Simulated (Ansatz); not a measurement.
# BCCD/pcseg-1 (density fitting with def2-universal-jkfit, cc-pVDZ-rifit for correlation, 1 point charge, start density atoms) run of As4 (arsenic tetramer)

What is the energy difference between two shapes of As4 (arsenic tetramer) at BCCD/pcseg-1 (density fitting with def2-universal-jkfit, cc-pVDZ-rifit for correlation, 1 point charge, start density atoms)? 

The results are computed with Ansatz 0.2.0.

2 further runs of the same task are left out: 1 that didn't finish, 1 set aside as unsound or not needed. Runs told in other sessions of the task aren't counted.

### Step 1. The molecule

The species is As4 (4 atoms), meant as a singlet with charge 0. SMILES: `[As]12[As]3[As]1[As]23`. The shape is that of a PBE0-D4/def2-TZVP optimisation.

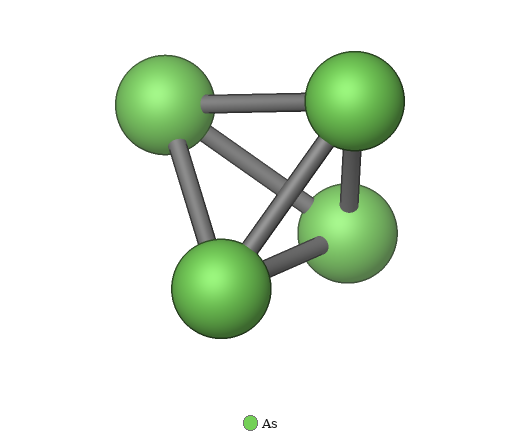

Viewed from a chosen angle; arsenic green.

### Step 2. A single-point energy at BCCD/pcseg-1 (density fitting with def2-universal-jkfit, cc-pVDZ-rifit for correlation, 1 point charge, start density atoms)

Input file in.yaml:

```yaml
crystal:
  periodic: [false, false, false]
  atoms:
    - {symbol: As, position_ang: [0.408230, -1.037610, 0.980150]}
    - {symbol: As, position_ang: [-0.244980, 1.281220, 0.708840]}
    - {symbol: As, position_ang: [-1.243230, -0.430680, -0.687660]}
    - {symbol: As, position_ang: [1.079970, 0.187070, -1.001320]}
basis:
  gaussian:
    orbitals: pcseg-1.json
    fitting: {mean_field: def2-universal-jkfit, correlation: cc-pVDZ-rifit.json}
    point_charges: [{charge: 2, position_ang: [2.1137, -5.7936, 1.4456]}]
correlation:
  method: bccd
accuracy: high
scf:
  omitted_lower_state_checks: [atomic_configurations, orbital_swaps]
output: {orbitals: {seedname: orbitals}}
```

The basis set pcseg-1 is read from a file made from the Basis Set Exchange's data (not shown).

The run is started by

```bash
ansatz run in.yaml --threads 1 --pin off --max-ram 3480MiB --events-out events.jsonl --progress --plain --runs-dir runs
```

The log of the run (excerpt; [...] marks lines left out):

```text
Warning: RAYON_NUM_THREADS=1 ignored (pool sized by the plan → 1); use --threads N
Functional definition: HF
  name "HF"
[...]
1064 factors; integrals over basis functions are off by at most 9.4e-3 eV
456 factors; integrals over basis functions are off by at most 4.6e1 eV
[...]
mean field -243153.69851479 eV, -8935.7336049222 hartree, gradient 2.2e-8 eV, S^2 0.000000; 0 other end points of the search recorded, 0 dependent functions left out
36 core orbitals not correlated: weight in the atoms' cores, before any rotation towards them, 1.000 or more for the frozen orbitals, at most 0.000 for the correlated occupied ones
reference -243153.69851479 eV, -8935.7336049222 hartree; 30, 30 occupied and 42, 42 virtual orbitals, 456 factors
second order -12.64753326 eV of doubles, -0.00000000 eV of singles
cycle   1  -12.28467707 eV  change    3.6e-1 eV  update   1.3e-1
[...]
cycle  21  -12.83646391 eV  change   -4.7e-9 eV  update   6.0e-9
Total energy: -243166.53497871 eV, -8936.2053362702 hartree
Checks for a lower state left out: orbital_swaps
```

It took 29 s on 1 thread of Arm Neoverse V2, shared host; peak memory 0.51 GiB.

### Step 3. The distorted shape

Input file in.yaml:

```yaml
crystal:
  periodic: [false, false, false]
  atoms:
    - {symbol: As, position_ang: [0.384373, -1.063405, 0.980628]}
    - {symbol: As, position_ang: [-0.256793, 1.257215, 0.690244]}
    - {symbol: As, position_ang: [-1.257411, -0.416864, -0.686427]}
    - {symbol: As, position_ang: [1.072464, 0.196106, -0.988862]}
basis:
  gaussian:
    orbitals: pcseg-1.json
    fitting: {mean_field: def2-universal-jkfit, correlation: cc-pVDZ-rifit.json}
    point_charges: [{charge: 2, position_ang: [2.1137, -5.7936, 1.4456]}]
correlation:
  method: bccd
accuracy: high
scf:
  omitted_lower_state_checks: [atomic_configurations, orbital_swaps]
output: {orbitals: {seedname: orbitals}}
```

The basis set pcseg-1 is read from a file made from the Basis Set Exchange's data (not shown).

The run is started by

```bash
ansatz run in.yaml --threads 1 --pin off --max-ram 3480MiB --events-out events.jsonl --progress --plain --runs-dir runs
```

The log of the run (excerpt; [...] marks lines left out):

```text
Warning: RAYON_NUM_THREADS=1 ignored (pool sized by the plan → 1); use --threads N
[... 2 set-up lines as earlier in the session ...]
[...]
1064 factors; integrals over basis functions are off by at most 9.1e-3 eV
456 factors; integrals over basis functions are off by at most 4.6e1 eV
[...]
mean field -243153.67340771 eV, -8935.7326822538 hartree, gradient 1.2e-8 eV, S^2 0.000000; 0 other end points of the search recorded, 0 dependent functions left out
36 core orbitals not correlated: weight in the atoms' cores, before any rotation towards them, 1.000 or more for the frozen orbitals, at most 0.000 for the correlated occupied ones
reference -243153.67340771 eV, -8935.7326822538 hartree; 30, 30 occupied and 42, 42 virtual orbitals, 456 factors
second order -12.62049554 eV of doubles, -0.00000000 eV of singles
cycle   1  -12.26369419 eV  change    3.6e-1 eV  update   1.3e-1
[...]
cycle  21  -12.81182448 eV  change  -6.9e-10 eV  update   5.2e-9
Total energy: -243166.48523219 eV, -8936.2035081194 hartree
Checks for a lower state left out: orbital_swaps
```

It took 29 s on 1 thread of Arm Neoverse V2, shared host; peak memory 0.51 GiB.

### Step 4. Results

At BCCD/pcseg-1 (density fitting with def2-universal-jkfit, cc-pVDZ-rifit for correlation, 1 point charge, start density atoms), 36 core orbitals frozen:

| quantity | value |
| --- | --- |
| first shape: total energy | -8936.20534 Eh |
| first shape: HOMO–LUMO gap (Hartree–Fock orbitals) | 10.85 eV |
| first shape: correlation energy (36 core orbitals frozen) | -471.7 mEh |
| distorted shape: total energy | -8936.20351 Eh |
| distorted shape: HOMO–LUMO gap (Hartree–Fock orbitals) | 10.80 eV |
| distorted shape: correlation energy (36 core orbitals frozen) | -470.8 mEh |
| energy change with the atoms displaced | 0.050 eV |

What this shows: With the atoms displaced the energy rises by 0.05 eV (4.8 kJ/mol). The first shape isn't relaxed at this level, so the change isn't measured from a minimum.
